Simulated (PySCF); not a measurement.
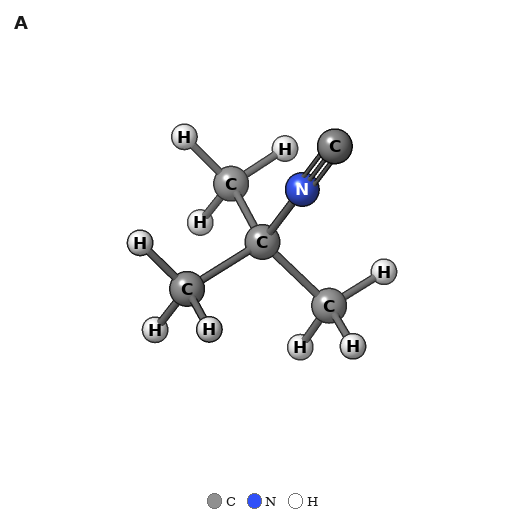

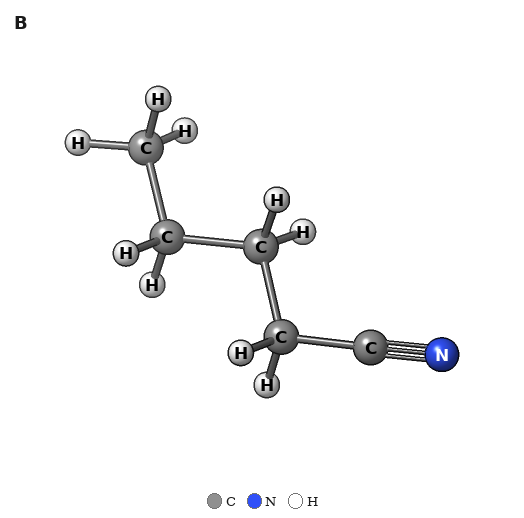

2 stationary structures of one formula. Geometries: PBE0-D3(BJ)/def2-SVP. Electronic energies: PBE0-D3(BJ)/def2-SVP (PySCF 2.14.0), without zero-point energy. No frequency run is at hand to confirm each as a minimum. Each is one conformer, not always the lowest.

Are they conformers, stereoisomers or constitutional isomers?

Answer. They are constitutional isomers of C5H9N: A `[C-]#[N+]C(C)(C)C`, B `CCCCC#N`.

Which structure is the most stable?

Answer. B is lowest; A lies 71.0 kJ/mol above it.
